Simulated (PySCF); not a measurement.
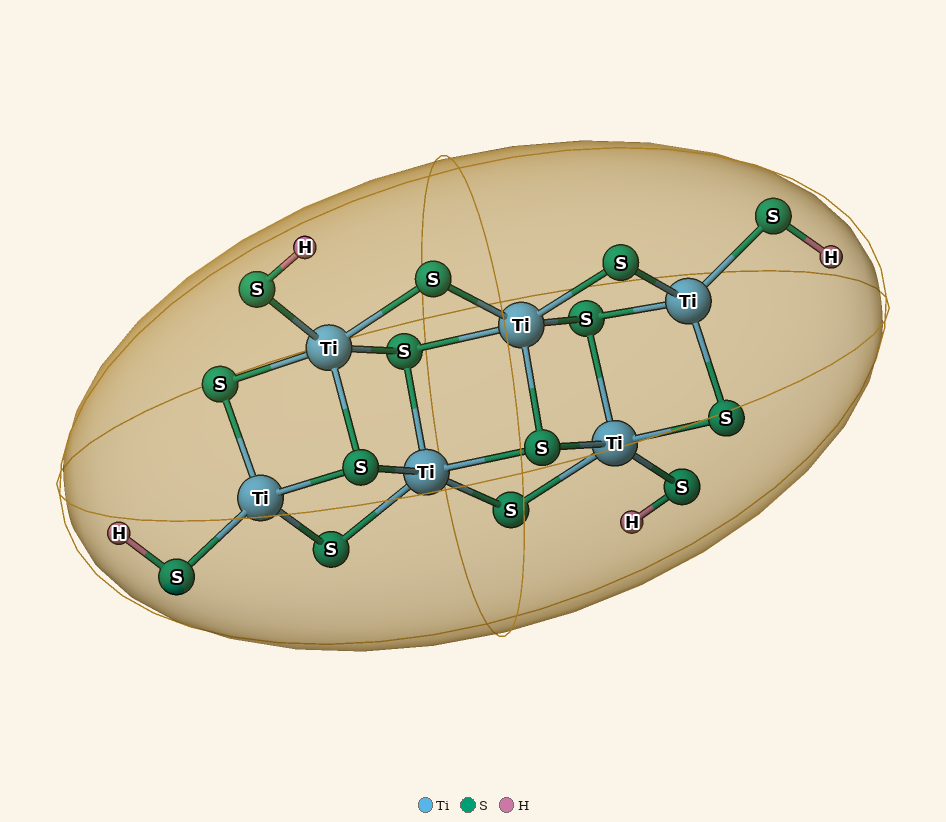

The ellipsoid shows the static dipole polarisability: its half-axes are proportional to the principal values. Charge 0, singlet. Computed geometry: GFN1-xTB optimisation. No frequency run is at hand to confirm it as a minimum. Computed with PBE0/def2-SVP (PySCF 2.14.0).

Question: How large and how anisotropic is the polarisability?

Answer: Principal values 251.1, 462.4, 735.4 bohr³; mean 483.0 bohr³ (71.57 Å³); anisotropy 420.5 bohr³, so the longest axis is 2.93 times the shortest.

The geometry is semi-empirical. Around Ti such bond lengths and angles can be off by a tenth of an ångström or more and by several degrees, and values that hang on the shape move with them.
